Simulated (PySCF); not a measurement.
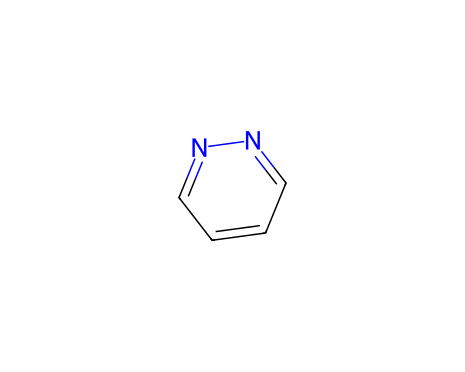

2D structure.

**Write the SMILES.**

c1ccnnc1

**Give the formula, hydrogens included.**

C4H4N2.

**An optimisation with PBE0-D3(BJ)/def2-TZVP gave a structure of which point group?**

C2v.

The parts below concern this one geometry. Atoms keep their numbers from picture to picture. Computed geometry: PBE0-D3(BJ)/def2-TZVP optimisation. No frequency run is at hand to confirm it as a minimum.

Spin–spin coupling

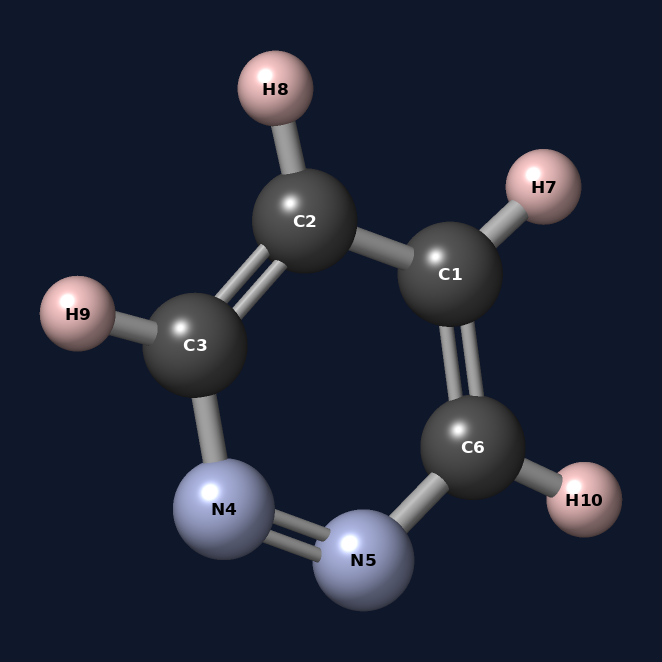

No frequency run is at hand to confirm it as a minimum. Level of theory: PBE0/pcJ-2 indirect spin-spin coupling, non-relativistic, gas phase (PySCF 2.14.0). Isotopes: 13C, 1H, 15N.

Give the spin–spin coupling constants of these pairs, with the number of bonds between them: N4/N5, C6/H7, C1/H9, H7/H10.

```csv
pair,bonds apart,J (Hz)
"N4, N5",1,−26.9
"C6, H7",2,2.0
"C1, H9",3,6.1
"H7, H10",3,5.9
```

Charges

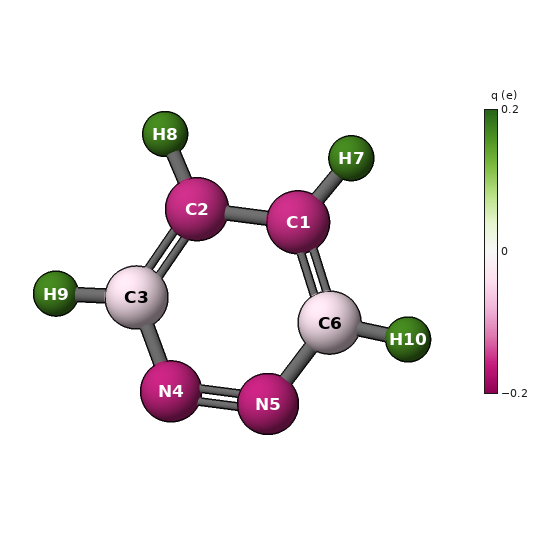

Atoms are coloured by their IAO charges. No frequency run is at hand to confirm it as a minimum. Level of theory: PBE0/pcSseg-2, gas phase (PySCF 2.14.0).

**Which atom carries the highest charge (most positive or least negative)?**

H7, H8, H9, H10 (0.17 e).

**And the lowest?**

N4, N5 (−0.16 to −0.15 e).

Give the IAO charges atom by atom.

| atom | value (e) |
| --- | --- |
| C1 | −0.15 |
| C2 | −0.15 |
| C3 | −0.03 |
| N4 | −0.15 |
| N5 | −0.16 |
| C6 | −0.03 |
| H7 | 0.17 |
| H8 | 0.17 |
| H9 | 0.17 |
| H10 | 0.17 |

Electronic properties

No frequency run is at hand to confirm it as a minimum. Level of theory: PBE0/aug-cc-pVTZ, gas phase (PySCF 2.14.0). Excitations: vertical, linear response.

What does the calculation give?

- dipole moment: 4.20 D
- HOMO energy (Kohn–Sham orbital): −6.88 eV
- LUMO energy (Kohn–Sham orbital): −1.56 eV
- HOMO–LUMO gap: 5.32 eV
- mean static polarisability: 58.0 bohr³
- lowest vertical singlet excitation: 3.58 eV
- its oscillator strength: 0.004
- brightest of the 10 lowest singlets: 5.80 eV
- its oscillator strength: 0.03

Ring current

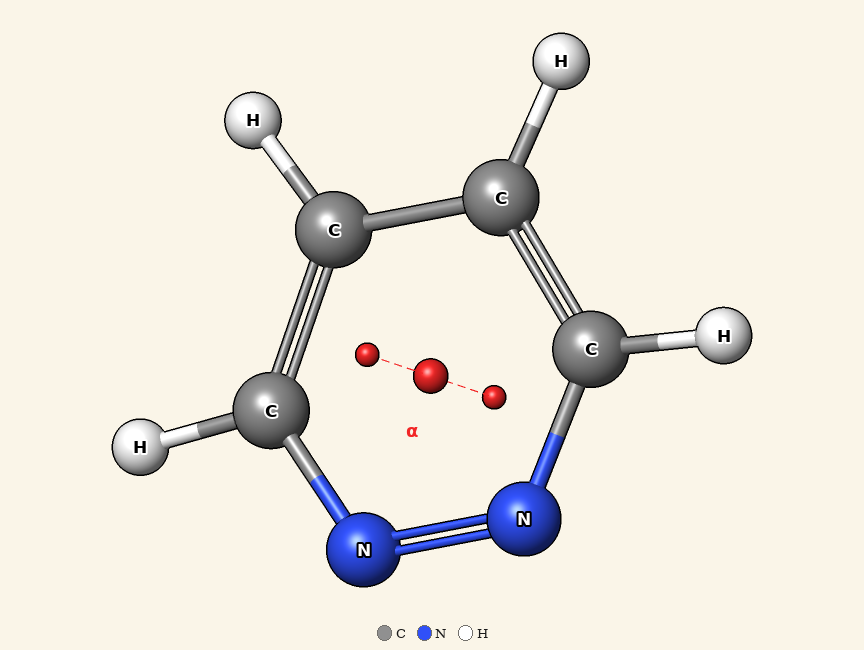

The small points mark where nucleus-independent chemical shifts (NICS) were computed: at the centre of each lettered ring and 1 Å above and below it. No frequency run is at hand to confirm it as a minimum. Level of theory: GIAO ωB97X-D/pcSseg-2 NMR shielding, non-relativistic, gas phase (PySCF 2.14.0).

Give NICS(0), NICS(1) and the out-of-plane component NICS(1)zz for each ring (means of the two sides).

```json
{"ring": "α", "members": "C4N2", "NICS(0)": "−5.2", "NICS(1)": "−10.4", "NICS(1)zz": "−29.5"}
```

Values in ppm.

**What do the values say about the ring currents?**

Ring α: diatropic, as in an aromatic ring. NICS is one index among several.
